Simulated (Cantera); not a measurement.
Charge: 1 mol Si, 5.2 mol Br2, 17 mol N2, 1.4 mol HBr, at 0.100 bar.

Equilibrium computed with Cantera from the NASA thermochemical tables; the gas is ideal and each condensed phase is pure. Candidate condensed phases: Br2, Si, Si3N4; 28 gas species. The tables' values for SiBr3 are old estimates; treat these amounts as uncertain. The numbers say what is thermodynamically allowed, not how fast it happens.

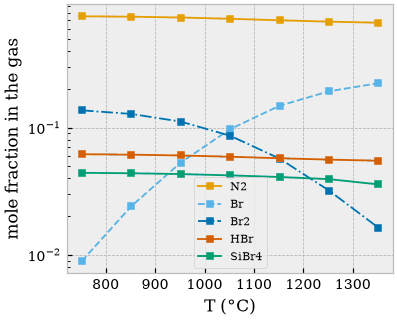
Figure: Equilibrium gas composition (values under 1e-9 drawn at 1e-9)

From 752 °C to 1352 °C nothing is condensed. The main Si-bearing gas is SiBr4 throughout.
